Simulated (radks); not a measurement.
Computed with the in-house radial solver radks: Dirac Kohn-Sham, PBE, spin-unpolarised, spherical densities, finite nucleus. The occupation of the 4p shell is varied from Ga⁺ ([Ar] 3d10 4s2) to Ga ([Ar] 3d10 4s2 4p1 (open shells shared over both j by 2j + 1)), with spherical fractional occupations. Wanted, and plotted below: the total energy less the straight line between the end points.

The curve is convex (below the straight line), with the largest deviation among the points computed, −0.81 eV, at 0.5. The end points differ by 5.69 eV, the energy to take the electron out. Convexity is the mark of the delocalisation error, which puts fractional charges too low; for p, d and f shells the spherical spreading of the fraction adds to it.

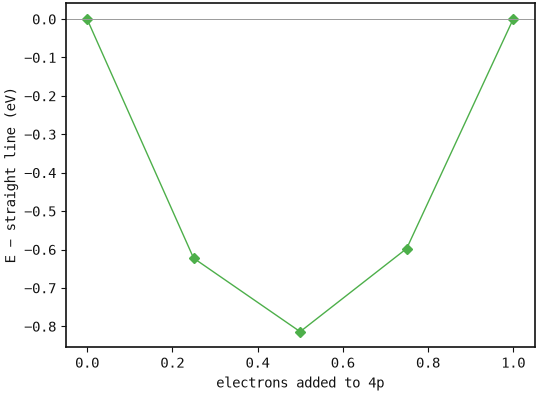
